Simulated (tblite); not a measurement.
C3H5FOS: molecular dynamics (part 1 of 2)

- system: C3H5FOS
- method: GFN2-xTB Langevin dynamics, gas phase (tblite 0.8.0)

It belongs to a series of runs on one base structure; here: constitutional isomer.

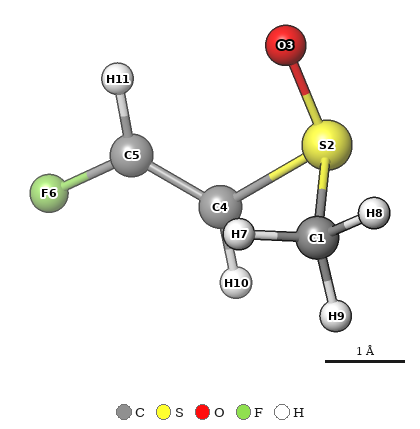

*The structure as given in the input (ball-and-stick view, seen at a tilt; atoms are numbered from 1 in the order of the input).*

### The input
```
{"job": {"kind": "md", "xc": "GFN2-xTB", "basis": "xTB", "temperature": 600, "steps": 2000, "every": 50}, "charge": 0, "multiplicity": 1}
C     -1.696806     0.268758    -0.268866
S     -0.467240    -1.111985    -0.401202
O     -0.392879    -1.716011     0.924639
C      0.948432     0.017455    -0.513252
C      1.794623     0.073302     0.493320
F      2.879901     0.855481     0.497233
H     -1.451009     0.883939     0.589328
H     -2.674634    -0.181767    -0.133962
H     -1.673369     0.845734    -1.185653
H      1.058002     0.567812    -1.430844
H      1.680403    -0.500047     1.403295
```

The first line tells a small driver script what to run in tblite; the rest is the geometry in Å.

Hardware: 1 CPU thread, shared host.

Run as:
```bash
OMP_NUM_THREADS=1 python <driver script> task.json out
```

### What the program printed
```
t/fs     T/K      E/eV
    0.0   526.4   -570.19456
   25.0   385.4   -569.65426
   50.0   422.1   -569.42328
   75.0   561.4   -569.57185
  100.0   487.4   -569.40597
  125.0   494.8   -569.46476
  150.0   666.2   -569.39623
  175.0   574.0   -569.22209
  200.0   683.2   -569.39157
  225.0   632.7   -569.21414
  250.0   784.6   -569.41024
  275.0   530.4   -569.18759
  300.0   678.3   -569.72817
  325.0   387.8   -569.27426
  350.0   677.6   -569.44042
  375.0   709.4   -569.56000
  400.0   552.4   -569.43943
  425.0   602.5   -569.28158
  450.0   856.8   -569.29460
  475.0   878.6   -569.33705
  500.0   771.7   -568.93707
  525.0  1256.2   -569.51071
  550.0   626.1   -569.05656
  575.0   602.5   -569.04168
  600.0   589.1   -569.29376
  625.0   949.0   -569.37710
  650.0   739.4   -569.24608
  675.0   429.6   -568.89990
  700.0   750.3   -569.71686
  725.0   563.7   -569.21083
  750.0   732.7   -569.60658
  775.0   666.0   -569.43991
  800.0   739.6   -569.52571
  825.0   436.2   -569.07985
  850.0   694.2   -569.11720
  875.0  1166.8   -569.56478
  900.0   606.0   -569.01477
  925.0   819.7   -569.23263
  950.0  1129.0   -569.28225
  975.0   940.1   -569.11933
 1000.0   944.7   -569.15932
```

### Trajectory as extended XYZ (Å, eV, eV/Å), 41 frames, from step=0 to step=40
```
11
Properties=species:S:1:pos:R:3:forces:R:3 step=0 time_fs=0.0 energy=-570.19456 temperature=526.4
C    -1.6968    0.2688   -0.2689   -0.0055  -0.0009   0.0035
S    -0.4672   -1.1120   -0.4012   -0.0012   0.0017  -0.0038
O    -0.3929   -1.7160    0.9246    0.0059  -0.0015   0.0014
C     0.9484    0.0175   -0.5133    0.0024   0.0027  -0.0001
C     1.7946    0.0733    0.4933    0.0011  -0.0009  -0.0007
F     2.8799    0.8555    0.4972   -0.0029  -0.0022  -0.0009
H    -1.4510    0.8839    0.5893   -0.0034  -0.0003  -0.0064
H    -2.6746   -0.1818   -0.1340   -0.0018   0.0055   0.0002
H    -1.6734    0.8457   -1.1857    0.0033  -0.0041   0.0041
H     1.0580    0.5678   -1.4308    0.0016   0.0003   0.0001
H     1.6804   -0.5000    1.4033    0.0003  -0.0003   0.0027
11
Properties=species:S:1:pos:R:3:forces:R:3 step=1 time_fs=25.0 energy=-569.65426 temperature=385.4
C    -1.8986    0.0554   -0.3672   -1.7411  -1.3232  -1.4871
S    -0.4183   -1.1188   -0.3959   -0.9560  -0.2295   0.6574
O    -0.3628   -1.6333    0.9837   -0.0548   0.0768  -0.7156
C     0.8685    0.1376   -0.4290   -0.0245   0.0347  -0.2003
C     1.7528    0.0720    0.5383    0.2168   0.1780   0.4405
F     2.8817    0.7544    0.5215    0.8787   0.9091  -0.3913
H    -1.6983    0.6244    0.4521    0.7457   1.9271   2.0510
H    -2.9228   -0.4170   -0.0506    1.9307   0.2824  -1.2509
H    -1.9558    0.6779   -1.2935   -0.0879  -0.8376   0.8000
H     1.0708    0.7617   -1.2829   -0.2295  -0.1806  -0.2007
H     1.7330   -0.4037    1.4900   -0.6780  -0.8374   0.2970
11
Properties=species:S:1:pos:R:3:forces:R:3 step=2 time_fs=50.0 energy=-569.42328 temperature=422.1
C    -1.9622   -0.1982   -0.3507   -1.1683   1.2093   1.8051
S    -0.4333   -1.1269   -0.3691    0.2003   0.0840  -0.1683
O    -0.4625   -1.6396    0.9816    0.4401  -0.7978   0.8829
C     0.7986    0.1490   -0.3838    1.0382   0.8924  -0.5509
C     1.7327    0.1382    0.5526   -1.2628  -0.5459   0.7474
F     2.8771    0.7423    0.5455    1.7538   1.5541  -0.8556
H    -2.2899    0.2505    0.6496    1.3810   0.1492  -1.1463
H    -2.5925   -1.0319   -0.2748   -1.4335  -1.3185  -0.7819
H    -2.1976    0.4396   -1.1698    0.0286   0.2935  -0.4718
H     0.9601    0.7316   -1.3022   -0.1694  -0.5519   0.3564
H     1.6713   -0.2485    1.5509   -0.8080  -0.9684   0.1831
11
Properties=species:S:1:pos:R:3:forces:R:3 step=3 time_fs=75.0 energy=-569.57185 temperature=561.4
C    -2.1455   -0.3631   -0.4295    1.5944   1.6883   2.7496
S    -0.4486   -1.2286   -0.3068   -1.1701   0.4158  -1.1677
O    -0.4901   -1.7995    1.0080    0.5229  -0.4743   1.1781
C     0.7251    0.2172   -0.3197   -1.2728  -0.1635  -0.4716
C     1.6855    0.1114    0.5421    2.7357  -0.8489   0.8134
F     2.9088    0.7603    0.5305   -1.3711  -0.0019  -0.1095
H    -2.4555    0.0102    0.6263    0.8794  -0.4468  -1.6425
H    -2.9429   -0.9313   -0.7405   -1.1725  -1.6100  -0.9203
H    -1.9505    0.4470   -1.0842   -0.1799   0.7846  -0.4672
H     0.6590    0.9155   -1.1299   -0.0840   0.1316  -0.0091
H     1.8082   -0.7520    1.2102   -0.4821   0.5251   0.0469
11
Properties=species:S:1:pos:R:3:forces:R:3 step=4 time_fs=100.0 energy=-569.40597 temperature=487.4
C    -2.0411   -0.4400   -0.5183   -2.0679  -0.0449  -2.7444
S    -0.4727   -1.3108   -0.2572    0.8857   0.5502  -2.2609
O    -0.4213   -1.8966    1.0385   -0.2741  -0.7513   1.9430
C     0.6545    0.1730   -0.1665    0.8137  -1.5654   0.5019
C     1.8009   -0.1361    0.4554    0.4220   2.0307  -0.3039
F     2.8513    0.8416    0.5308   -1.6999  -1.8730  -0.0835
H    -2.6735   -0.4026    0.3227   -0.2570   0.2053   1.2618
H    -2.7336   -1.0720   -1.2853    1.8517   1.1783   1.3711
H    -1.9462    0.5773   -0.9745    0.1289  -0.9825   0.4538
H     0.3866    0.9745   -0.8249    0.3612   0.2900   0.2738
H     2.0230   -1.0673    1.0104   -0.1644   0.9626  -0.4127
11
Properties=species:S:1:pos:R:3:forces:R:3 step=5 time_fs=125.0 energy=-569.46476 temperature=494.8
C    -1.9847   -0.4217   -0.5750   -1.5847  -2.7178  -1.1696
S    -0.4214   -1.4471   -0.2540   -0.3314   1.1248  -2.5919
O    -0.5362   -2.0075    1.0477   -0.0900  -0.5499   1.9822
C     0.7007    0.0348   -0.1748   -0.9606  -0.3932   0.9552
C     1.8878   -0.1667    0.3803   -0.2062   2.0482  -0.5865
F     2.6940    0.9588    0.4794   -0.2457  -1.3171   0.2534
H    -2.5946   -0.3651    0.3040   -0.0759  -0.2906   0.6295
H    -2.6461   -1.0309   -1.3743    1.5843   1.2961   1.6077
H    -1.8627    0.5574   -0.9091    0.5788   1.1995  -0.8094
H     0.1476    0.9799   -0.3567    1.2468  -0.7011  -0.0801
H     2.3110   -1.0943    0.7407    0.0847   0.3009  -0.1904
11
Properties=species:S:1:pos:R:3:forces:R:3 step=6 time_fs=150.0 energy=-569.39623 temperature=666.2
C    -1.8764   -0.5839   -0.5663   -1.1642   2.3311   2.7023
S    -0.4375   -1.5546   -0.2884    1.4632  -1.8220  -0.7953
O    -0.6570   -2.1665    1.0044   -0.1071  -0.6572   1.0136
C     0.6650   -0.1704    0.0117   -0.1017   0.6183  -0.3642
C     1.9699   -0.1302    0.2793   -2.8645  -0.8523  -0.1071
F     2.5201    1.0291    0.4195    1.3823   1.7128   0.2040
H    -2.2404   -0.3101    0.5416    0.4118  -0.5224  -2.2705
H    -2.6589   -1.0454   -1.1067   -0.5396  -0.6749  -0.3177
H    -1.5984    0.3408   -1.0495   -0.2096   0.1929  -0.3218
H     0.0476    0.7010   -0.1892    0.9540   0.4014   0.2209
H     2.5344   -0.9651    0.5817    0.7753  -0.7275   0.0357
11
Properties=species:S:1:pos:R:3:forces:R:3 step=7 time_fs=175.0 energy=-569.22209 temperature=574.0
C    -1.9237   -0.5583   -0.6129    2.1685   2.8052   1.1638
S    -0.3772   -1.7103   -0.3235   -1.3530   1.1139   2.3818
O    -0.7907   -2.3989    0.9563    0.9640   0.9716  -2.0648
C     0.6408   -0.1574    0.1772    0.4731  -2.2171  -0.8040
C     1.9675   -0.1077    0.2900   -1.5038  -0.6823  -0.9259
F     2.4553    1.0967    0.5482    1.0635   0.2895   0.1789
H    -2.0628    0.0597    0.4110    0.2397  -1.4873  -2.2621
H    -2.7226   -1.2050   -0.7495   -1.2940  -0.8263  -0.3525
H    -1.7746    0.2111   -1.4748   -0.1993  -1.5981   1.4504
H     0.0229    0.6900    0.1870   -0.3198   0.8634   0.5189
H     2.6572   -0.9228    0.0029   -0.2388   0.7675   0.7154
11
Properties=species:S:1:pos:R:3:forces:R:3 step=8 time_fs=200.0 energy=-569.39157 temperature=683.2
C    -1.9202   -0.6987   -0.7886   -1.2386  -2.4754  -0.6439
S    -0.4269   -1.6486   -0.3078   -0.0010  -2.4247   1.4910
O    -0.7380   -2.5619    0.8576    0.4962   1.7853  -1.4614
C     0.5716   -0.2555    0.2677   -1.7250   0.5529   0.5489
C     1.8613   -0.1133    0.2999    1.9719   0.0231  -0.5855
F     2.3712    1.0624    0.7655    0.0113  -0.7460  -0.2438
H    -2.1675    0.2351   -0.3455   -0.2339   0.2275   0.6416
H    -2.8096   -1.5163   -0.8144    1.8782   2.1072   0.1980
H    -1.5757   -0.5466   -1.7958   -0.5023   0.3927  -0.6677
H    -0.0356    0.5609    0.6608    0.1586  -0.1592   0.0523
H     2.6471   -0.7915   -0.1271   -0.8155   0.7166   0.6706
11
Properties=species:S:1:pos:R:3:forces:R:3 step=9 time_fs=225.0 energy=-569.21414 temperature=632.7
C    -1.9254   -0.9571   -0.9709   -1.3321  -3.9273  -0.5825
S    -0.3002   -1.6559   -0.4343   -0.9817  -1.2737   2.4231
O    -0.7598   -2.5086    0.7185    0.8258   0.5566  -1.4789
C     0.4291   -0.2193    0.4790   -0.8349   0.8761   0.0285
C     1.7265   -0.0596    0.3483   -0.2986   1.6828   1.2356
F     2.2880    1.0502    0.9341   -0.0480  -0.7430  -0.2361
H    -2.0246   -0.1321   -0.4157   -0.8109   2.9346   2.0543
H    -2.8285   -1.7560   -0.7131    2.4587   1.9005  -0.6797
H    -1.9168   -0.6978   -2.0000   -0.0286  -0.1048  -0.8446
H    -0.1077    0.5352    1.1409    0.3165  -1.2267  -1.1430
H     2.4576   -0.6800   -0.0634    0.7339  -0.6751  -0.7767
11
Properties=species:S:1:pos:R:3:forces:R:3 step=10 time_fs=250.0 energy=-569.41024 temperature=784.6
C    -1.8400   -1.0117   -1.1440    0.6100   1.2636   0.8522
S    -0.2137   -1.6769   -0.4332   -1.0680   0.1835  -0.7833
O    -0.7433   -2.5425    0.6045    0.0527  -0.6916   0.4664
C     0.2093   -0.2168    0.4436    2.5564   1.4841   1.2518
C     1.5314    0.0411    0.4531   -1.7857  -1.0108  -1.1378
F     2.3313    0.9187    0.9906   -0.1351   0.8735   0.9269
H    -2.2992   -0.2342   -0.4637    0.7428  -0.7572  -0.9002
H    -2.3601   -1.9112   -1.0045   -1.2067  -0.9674  -0.3131
H    -1.7769   -0.6911   -2.1801    0.0490  -0.0068   0.2835
H    -0.3757    0.2025    1.2144   -1.0679   0.3054   0.3305
H     2.0353   -0.5403   -0.2602    1.2524  -0.6764  -0.9769
11
Properties=species:S:1:pos:R:3:forces:R:3 step=11 time_fs=275.0 energy=-569.18759 temperature=530.4
C    -1.6868   -1.0642   -1.3583    0.8368   3.7119   1.6944
S    -0.3405   -1.7487   -0.3570    2.7046   1.5713  -1.1175
O    -0.7013   -2.6533    0.6805   -1.2893  -0.7399   1.3905
C     0.2535   -0.1165    0.4915    0.3905  -0.3146  -0.9931
C     1.5532    0.0896    0.2930   -0.9266  -2.1889  -1.2181
F     2.3178    0.8214    1.0621    0.5918   0.9014  -0.0120
H    -2.3516   -0.4108   -0.6934    0.7574  -0.8014  -1.2704
H    -2.1885   -1.7954   -1.8412   -1.6788  -2.1417  -1.2581
H    -1.0848   -0.4731   -2.1133   -0.9382  -0.3439   0.9404
H    -0.2985    0.6064    1.0505   -0.5511  -0.3988   0.5873
H     2.0413   -0.5341   -0.5141    0.1029   0.7447   1.2567
11
Properties=species:S:1:pos:R:3:forces:R:3 step=12 time_fs=300.0 energy=-569.72817 temperature=678.3
C    -1.7173   -1.0231   -1.3166    0.9148   0.3418   0.5837
S    -0.2943   -1.8066   -0.3193    1.0253   0.6438  -2.6379
O    -0.8106   -2.6302    0.7246   -0.9822  -0.4223   1.4289
C     0.3719   -0.2467    0.4069   -1.6420  -0.3575   0.7335
C     1.6717   -0.1590    0.3489    1.2084   0.2806   0.0255
F     2.4217    0.7561    1.0304   -0.5207  -0.6220  -0.6952
H    -2.4534   -0.7026   -0.5657    0.0252  -0.2937  -0.8354
H    -1.9980   -1.7250   -2.0965   -0.4864  -0.1306   0.5795
H    -1.2596   -0.1870   -1.8568   -0.1736  -0.0133   0.4603
H    -0.3499    0.2912    1.0353    0.7230  -0.0277  -0.2752
H     2.2495   -0.8295   -0.3159   -0.0918   0.6008   0.6325
11
Properties=species:S:1:pos:R:3:forces:R:3 step=13 time_fs=325.0 energy=-569.27426 temperature=387.8
C    -1.6800   -1.0537   -1.0667    0.3360  -1.8727  -1.0322
S    -0.1992   -1.8557   -0.4022   -1.1554  -0.5909   1.6549
O    -1.0065   -2.5222    0.6494    1.2132  -1.0132   0.1071
C     0.4616   -0.4030    0.4968   -2.3428  -0.0709  -0.3225
C     1.7514   -0.3999    0.4945    2.0758   0.4777   0.4848
F     2.4961    0.6643    0.9291   -0.2709  -1.0520  -0.1131
H    -2.1914   -0.9220   -0.1514   -1.1476   0.0370   0.3606
H    -2.0806   -1.8188   -1.7785   -0.1275   0.8128   0.8140
H    -1.4700   -0.1747   -1.5399    0.3619   2.2462  -1.4119
H    -0.3184    0.2400    0.9424    0.9917  -0.1103  -0.4723
H     2.3054   -1.3160    0.2041    0.0657   1.1364  -0.0695
11
Properties=species:S:1:pos:R:3:forces:R:3 step=14 time_fs=350.0 energy=-569.44042 temperature=677.6
C    -1.7407   -0.9122   -1.1436    1.5981   1.4214   2.8293
S    -0.2495   -1.9022   -0.3792   -2.1409  -0.9657   0.2331
O    -0.9375   -2.7597    0.6367    0.9698   1.1263  -0.9224
C     0.5573   -0.4949    0.3925    1.8001  -1.4882  -0.0874
C     1.8730   -0.6456    0.5423   -0.8527   3.0954   0.6958
F     2.5803    0.5261    0.9260   -0.6012  -2.1289  -0.4307
H    -2.2674   -0.4490   -0.2151    0.5399  -1.0953  -1.8912
H    -2.1948   -1.6682   -1.6876   -1.3525  -0.9326  -0.5560
H    -1.3623   -0.1340   -1.7930    0.0729   0.0395   0.0445
H     0.0920    0.4033    0.6023   -0.8772   1.4084   0.2206
H     2.4127   -1.5390    0.4381    0.8436  -0.4803  -0.1357
11
Properties=species:S:1:pos:R:3:forces:R:3 step=15 time_fs=375.0 energy=-569.56000 temperature=709.4
C    -1.6195   -0.7695   -1.0189   -0.8289   1.0525  -0.7526
S    -0.4193   -1.9879   -0.3692    1.2969  -1.3483   0.6529
O    -0.7561   -2.8684    0.7952   -0.3198   1.6589  -1.2306
C     0.6276   -0.6168    0.2612    0.6851   0.0539   0.4339
C     1.9124   -0.7384    0.5873    0.0924  -1.2050  -1.1024
F     2.6884    0.2878    0.9493   -0.2222  -0.0263   0.1174
H    -2.1678   -0.1610   -0.2512    0.2781  -0.8495  -0.8153
H    -2.2744   -1.2867   -1.7717    0.2668   0.4695   1.1342
H    -1.0016   -0.0575   -1.6454   -0.4872  -0.8526   0.8087
H     0.1323    0.3367    0.3399    0.0321   0.0603   0.2265
H     2.5269   -1.6653    0.3889   -0.7933   0.9867   0.5273
11
Properties=species:S:1:pos:R:3:forces:R:3 step=16 time_fs=400.0 energy=-569.43943 temperature=552.4
C    -1.6213   -0.7184   -0.8757   -0.5757  -1.8247  -1.2344
S    -0.3647   -2.0719   -0.4159    0.2234   1.3210   0.1264
O    -0.7376   -2.7287    0.8220   -0.5501  -0.3474   0.1015
C     0.7704   -0.7412    0.2466   -2.8399   1.0352  -1.4419
C     2.0044   -0.9304    0.5186    2.4119  -2.4679   0.5178
F     2.7023    0.0308    1.0315    1.3852   2.2687   0.9296
H    -1.6232   -0.0438   -0.1019   -0.5590   1.2265   1.8406
H    -2.6346   -1.0158   -1.2194    0.6879  -0.2846   0.7446
H    -1.2117   -0.2221   -1.7121    0.8025   0.3582  -1.0107
H     0.4186    0.3223    0.3526    0.0926  -1.2740  -0.0717
H     2.6910   -1.8016    0.5573   -1.0788  -0.0112  -0.5019
11
Properties=species:S:1:pos:R:3:forces:R:3 step=17 time_fs=425.0 energy=-569.28158 temperature=602.5
C    -1.5883   -0.8307   -0.7893   -1.1488  -0.3209  -0.7357
S    -0.3328   -2.0466   -0.4247    1.0650  -0.4794  -2.7195
O    -0.9118   -2.5859    0.7534   -0.3052  -1.2631   2.6651
C     0.9619   -0.8970    0.0180   -0.4874   1.6646   1.9609
C     2.0913   -1.1309    0.6609   -0.5713   2.1372  -0.2927
F     2.8209   -0.1293    1.2208   -0.5151   0.0847  -0.1593
H    -1.6554    0.0268   -0.1799    0.1384   0.6237   1.1714
H    -2.4376   -1.4975   -0.6158   -0.3511   0.5076  -0.1133
H    -1.6348   -0.4528   -1.7810    0.2431  -0.0493  -1.0741
H     0.4741    0.0743    0.2604    0.8174  -0.3630  -0.6073
H     2.6620   -1.9657    0.7521    1.1150  -2.5421  -0.0955
11
Properties=species:S:1:pos:R:3:forces:R:3 step=18 time_fs=450.0 energy=-569.29460 temperature=856.8
C    -1.6476   -0.8088   -0.9515    1.0147   2.5823  -0.1866
S    -0.2872   -2.0813   -0.4104    0.1409   2.1095  -1.0583
O    -0.8582   -2.6526    0.7768   -0.1665  -0.4691   0.9002
C     1.0315   -0.8184    0.1751    1.0347  -2.0168  -0.1794
C     2.1351   -1.3430    0.7729   -1.8661   2.1781   0.5654
F     2.9817   -0.4076    1.3500   -0.1918  -1.2546  -0.7265
H    -1.7496    0.1538   -0.2457    0.4342  -2.2658  -1.3700
H    -2.5230   -1.3869   -0.8905   -1.0179  -0.5904   0.3421
H    -1.6125   -0.4252   -2.0371    0.5438  -0.6693   1.6644
H     0.9857    0.1865   -0.2177   -0.0696  -0.1379   0.3601
H     2.2358   -2.3515    1.1812    0.1435   0.5338  -0.3114
11
Properties=species:S:1:pos:R:3:forces:R:3 step=19 time_fs=475.0 energy=-569.33705 temperature=878.6
C    -1.4382   -0.7993   -1.0486    0.2731   2.4836  -0.0581
S    -0.2446   -2.0115   -0.4099    0.1992  -2.1907   0.0600
O    -0.6506   -2.7549    0.7940   -0.3396   0.5551  -0.4074
C     1.0155   -0.8881    0.1354    0.9746   1.0298   0.5080
C     1.9267   -1.2939    1.0081    1.3968  -3.4476  -0.4066
F     3.1712   -0.8262    1.3113   -1.2945   0.6160  -0.2640
H    -1.4854    0.1009   -0.3575   -0.3510  -1.1090  -0.6671
H    -2.4392   -1.1350   -1.3493    0.6253  -0.1101   0.4015
H    -0.8812   -0.4281   -1.9560   -0.6981  -0.4493   0.6852
H     1.0502    0.0634   -0.3584    0.0018   0.3512   0.0637
H     2.0081   -2.4550    1.2402   -0.7876   2.2709   0.0850
11
Properties=species:S:1:pos:R:3:forces:R:3 step=20 time_fs=500.0 energy=-568.93707 temperature=771.7
C    -1.2077   -0.6604   -0.9750   -0.8276  -2.2334  -2.5910
S    -0.0672   -2.0406   -0.3896   -3.3494  -1.4864   1.6022
O    -0.6272   -2.7810    0.8581    1.3840   2.2284  -2.9757
C     1.1492   -0.8835    0.0932    0.5342   0.5988  -0.7740
C     1.8373   -1.4907    1.0176    1.0867  -0.1530   3.4886
F     3.1023   -1.1527    1.2572    0.7604   0.4056   0.3108
H    -1.6061   -0.0470   -0.2311   -0.2927   0.7131   1.0480
H    -2.1061   -1.1710   -1.5640    1.8317   1.1416   1.0894
H    -0.5294   -0.1375   -1.6816   -0.8292  -0.2517   0.4446
H     1.6123   -0.1011   -0.5470   -0.5534  -1.0156   0.2276
H     1.4525   -2.0194    1.9552    0.2551   0.0526  -1.8705
```
